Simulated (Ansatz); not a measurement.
# Br2H4N2Si: what the fields show

Input file:

```
crystal:
  periodic: [false, false, false]
  atoms:
    - {symbol: N, position_ang: [-0.011132, 1.374819, -0.536703]}
    - {symbol: Si, position_ang: [0.313965, -0.248375, -0.195051]}
    - {symbol: N, position_ang: [-0.737897, -0.770691, 1.020666]}
    - {symbol: Br, position_ang: [2.490239, -0.293298, 0.276139]}
    - {symbol: Br, position_ang: [0.012016, -1.701566, -1.855577]}
    - {symbol: H, position_ang: [-0.948243, 1.654042, -0.780921]}
    - {symbol: H, position_ang: [0.689220, 1.952638, -0.971123]}
    - {symbol: H, position_ang: [-0.785019, -0.262783, 1.889926]}
    - {symbol: H, position_ang: [-0.934649, -1.751086, 1.135544]}
basis:
  gaussian: {orbitals: def2-TZVPP}
hamiltonian: {xc: pbe0, dispersion: d4}
output: {orbitals: {seedname: orbitals}}
```

Command:

```sh
ansatz run in.yaml --threads 4 --pin off --events-out ev --progress --plain --max-ram 11315MiB
```

Geometry: PBE0-D4/def2-TZVP.

The calculation used RKS PBE0-D4/def2-TZVPP in Ansatz 0.2.0.

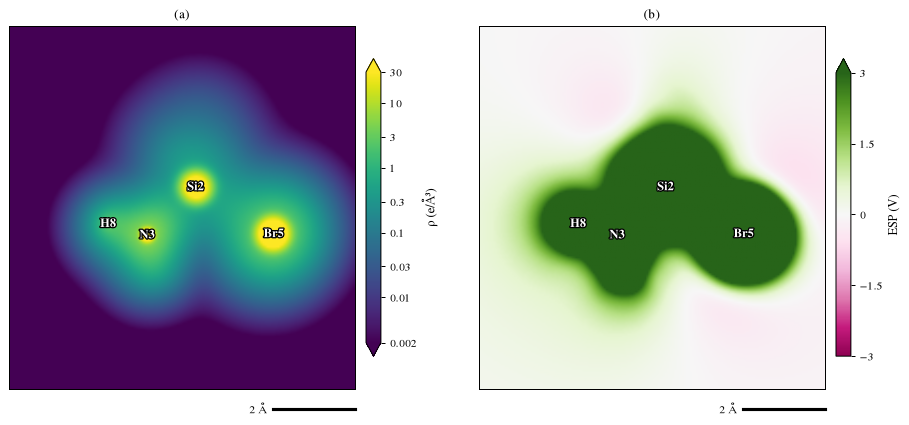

Figure 1. (a) electron density; (b) electrostatic potential on the plane of atoms N3, Si2 and Br5.

**Read the bonding off the picture.**

Atoms in the plane: Si, N, Br and H.
Si–N (1.69 Å): ρ at the midpoint is about 1.2 e/Å³.
Si–Br (2.23 Å): ρ at the midpoint is about 0.78 e/Å³.
N–H (1.01 Å): the density is about 2.9 e/Å³ at the midpoint.
Outside the dense part of the molecule the potential is most negative (−0.5 V) near Br5.

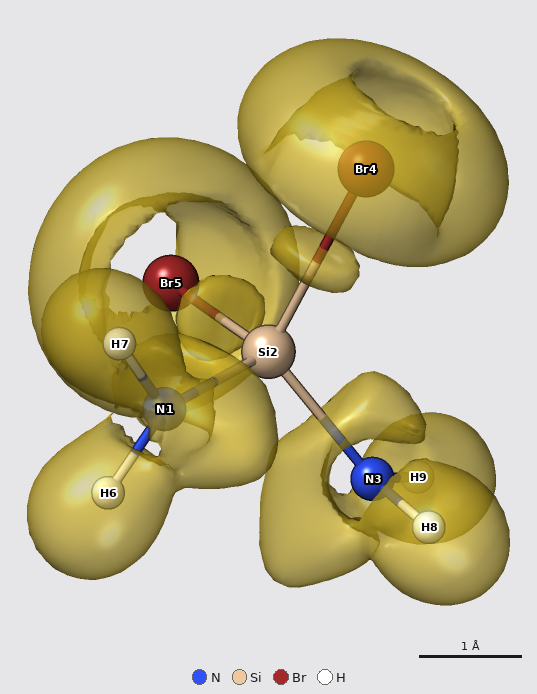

Figure 2. Isosurface of the ELF at 0.8 (yellow), seen at an oblique angle. Core shells and regions of very low density are left out.

**Where are the electrons localised?**

The ELF exceeds this value in two regions between bonded Br–Si atoms (shared pairs), two rings or bowls of non-bonding electrons around Br and two joined regions spread over several atoms (H, N), in which their bonds and any lone pairs are merged. Along the contacts the grid gives the following. Si–N (1.69 Å): the ELF peaks at about 0.90 between the atoms: a polar covalent bond. Si–Br (2.23 Å): the ELF peaks at about 0.85 between the atoms, as expected for a polar covalent bond.

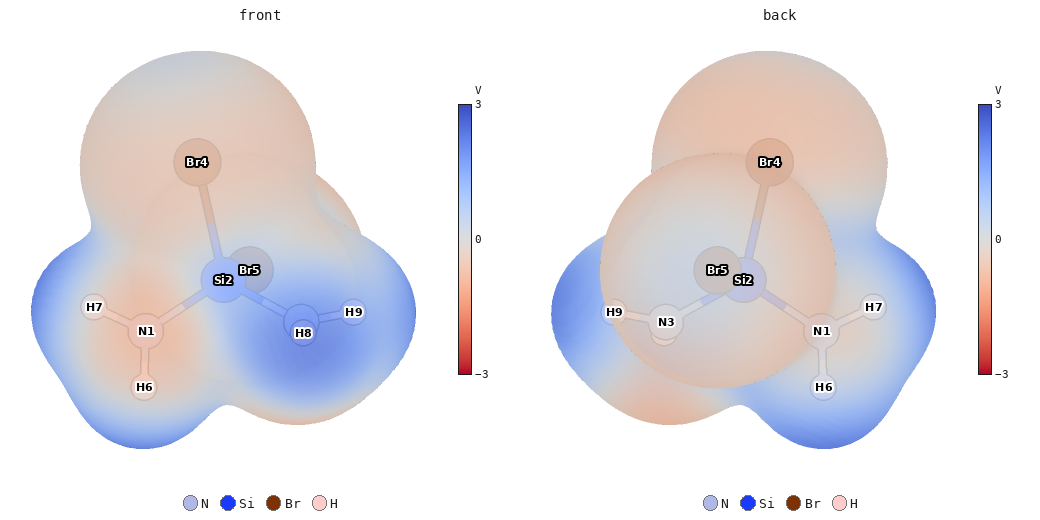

Figure 3. The electrostatic potential painted on the density surface at 0.002 e/bohr³, seen from the front and from behind; the colour scale runs from red (negative) to blue (positive).

**Where is the surface potential most negative and most positive?**

The most negative region (about −0.8 V) lies over N1 and N3, the most positive (about +2.1 V) over H6, H7, H8 and H9. Br4 shows a σ-hole: about +0.2 V at the tip opposite its bond, against about −0.5 V on its flanks. Br5 shows a σ-hole: about +0.2 V at the tip opposite its bond, against about −0.5 V on its flanks.
